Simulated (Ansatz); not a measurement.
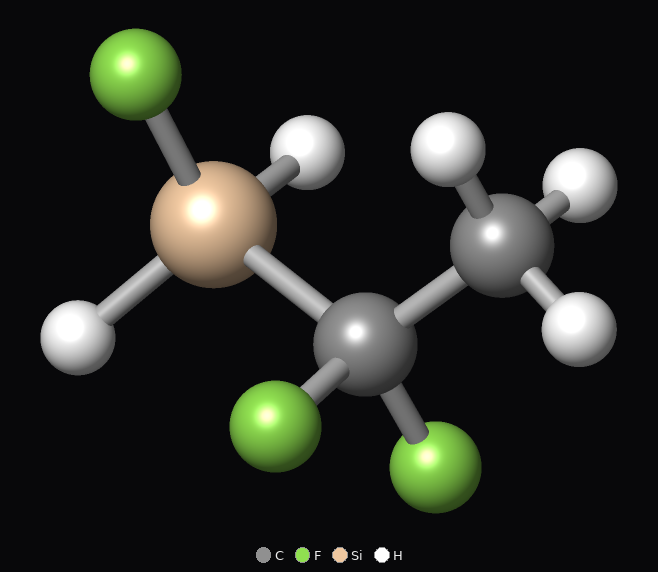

Figure made from data computed with Ansatz.

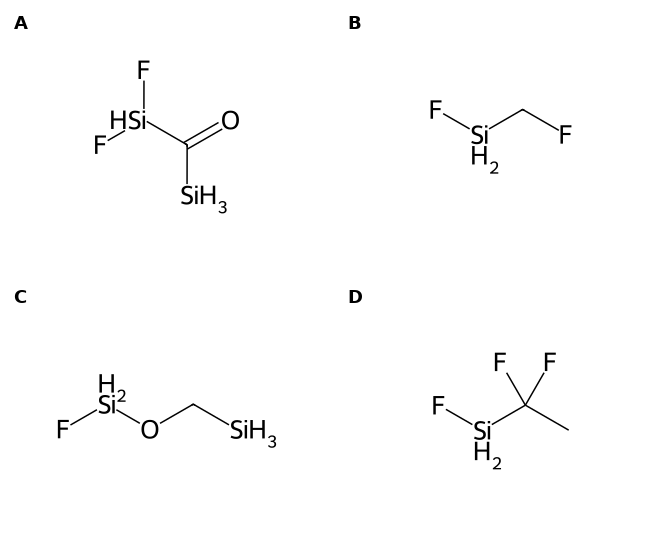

**The first picture shows one of the molecules drawn in the second. Which?**

D, `CC(F)(F)[SiH2]F`.
